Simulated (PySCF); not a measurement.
**One shape, several levels: BF2 (SMILES F[B]F)**

We compute a comparison of 6 runs (UHF/STO-3G, UHF/3-21G, U-wB97X/cc-pVTZ, UB2PLYP/cc-pVTZ, UCAM-B3LYP/cc-pVTZ, UM06-L/cc-pVTZ) of BF2. The job is set up through a Python script.

Program for the calculation: PySCF 2.14.0.

2 further runs of the same task are left out: 2 set aside as unsound or not needed. Runs told in other sessions of the task aren't counted.

## (1) Starting point

BF2 has 3 atoms, charge 0, and is taken as a doublet. SMILES: `F[B]F`. The coordinates come from a PBE0-D4/def2-TZVP relaxation.

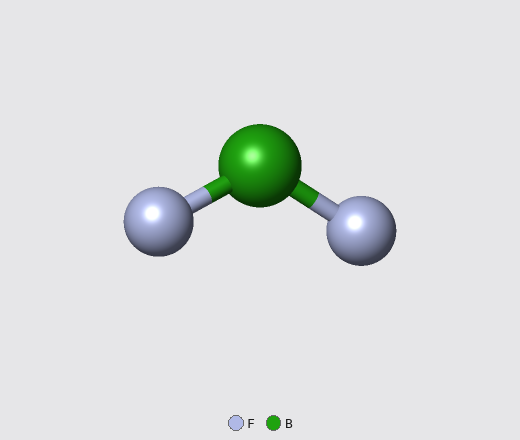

The structure, seen from a chosen angle (fluorine light blue, boron green).

## (2) The energy at UHF/STO-3G (run 1)

Input file input.py:

```python
from pyscf import gto, scf

mol = gto.M(
    atom='''
F    0.513100  -1.044300   0.160000
B    0.279000   0.240500   0.181300
F   -0.802900   0.738900  -0.354600
''',
    max_memory=1860,
    basis='sto-3g',
    verbose=3,
    spin=1,
)

calc0 = scf.UHF(mol)
calc0.conv_tol = 1e-10
calc0.kernel()
if not calc0.converged:
    calc0 = calc0.newton().run(calc0.mo_coeff, calc0.mo_occ)

etot = calc0.e_tot
print(f'total energy: {etot:.8f} hartree')
```

The run is started by

```bash
$ OMP_NUM_THREADS=1 python input.py
```

Output:

```text
converged SCF energy = -220.478439226012  <S^2> = 0.75357575  2S+1 = 2.0035726
total energy: -220.47843923 hartree
```

It took 0.6 s on 1 thread of Arm Neoverse V1, shared host; peak memory 0.094 GiB.

## (3) A single-point energy at UHF/3-21G (run 2)

Input file input.py:

```python
from pyscf import gto

mol = gto.M(
    atom=[
    ('F', (0.513100, -1.044300, 0.160000)),
    ('B', (0.279000, 0.240500, 0.181300)),
    ('F', (-0.802900, 0.738900, -0.354600)),
],
    charge=0,
    max_memory=1860,
    verbose=3,
    spin=1,
    basis='3-21g',
)

mf = mol.UHF()
mf.conv_tol = 1e-10
mf.kernel()
if not mf.converged:
    mf = mf.newton().run(mf.mo_coeff, mf.mo_occ)

e_final = mf.e_tot
print(f'total energy: {e_final:.8f} hartree')
```

The run is started by

```bash
$ OMP_NUM_THREADS=1 python input.py
```

Output:

```text
converged SCF energy = -222.410267081217  <S^2> = 0.75249801  2S+1 = 2.0024965
total energy: -222.41026708 hartree
```

Run time: 0.74 s. Hardware: 1 thread of Arm Neoverse V1, shared host; peak memory 0.11 GiB.

Runs 3 to 5 aren't shown in full; the table further down has their settings and results.

## (4) The energy at UM06-L/cc-pVTZ (run 6)

Input file mol.xyz:

```xyz
3

F      0.513100    -1.044300     0.160000
B      0.279000     0.240500     0.181300
F     -0.802900     0.738900    -0.354600
```

Input file calc.py:

```python
from pyscf import gto, dft

mol = gto.Mole()
mol.atom = 'mol.xyz'
mol.basis = 'cc-pvtz'
mol.spin = 1
mol.max_memory = 1860
mol.verbose = 3
mol.build()

mf = dft.UKS(mol)
mf.xc = 'm06-l'
mf.conv_tol = 1e-10
mf.grids.level = 5
mf.kernel()
if not mf.converged:
    mf = mf.newton().run(mf.mo_coeff, mf.mo_occ)

etot = mf.e_tot
print(f'total energy: {etot:.8f} hartree')
```

The run is started by

```bash
$ OMP_NUM_THREADS=1 python calc.py
```

Output:

```text
WARN: HOMO -0.181533906066143 >= LUMO -0.181533906066146

converged SCF energy = -224.614819548352  <S^2> = 0.75318399  2S+1 = 2.0031815
total energy: -224.61481955 hartree
```

Wall time 37 s (1 thread of Arm Neoverse V1, shared host); peak memory 0.48 GiB.

## (5) The series

```csv
run,level,integration grid,frozen core orbitals,energy (Eh),dipole moment (D),HOMO energy (eV),LUMO energy (eV),wall time
1,UHF/STO-3G,–,–,-220.478439,0.46,-7.53,8.09,0.6 s
2,UHF/3-21G,–,–,-222.410267,0.82,-10.97,2.50,0.74 s
3,U-wB97X/cc-pVTZ,5,–,-224.602828,0.25,-9.51,-0.85,20 s
4,UB2PLYP/cc-pVTZ,5,3,-224.534033,0.43,-8.62,-0.84,17 s
5,UCAM-B3LYP/cc-pVTZ,5,–,-224.600673,0.30,-8.59,-1.35,21 s
6,UM06-L/cc-pVTZ,5,–,-224.614820,0.26,-5.93,-2.94,37 s
```

## (6) Results

```
                                 quantity          value
                      run 6: total energy  -224.61482 Eh
                     run 6: dipole moment         0.26 D
run 6: HOMO energy (highest over α and β)       -5.93 eV
 run 6: LUMO energy (lowest over α and β)       -2.94 eV
                              run 6: ⟨S²⟩          0.753
```

In words: The dipole moment (its size) runs from 0.25 D (U-wB97X/cc-pVTZ) to 0.82 D (UHF/3-21G). The two ends differ in method and basis. Totals of different functionals can't be ranked against each other. In run 1 the basis is minimal, so the values are rough. All runs together took 96 s, the longest 37 s.
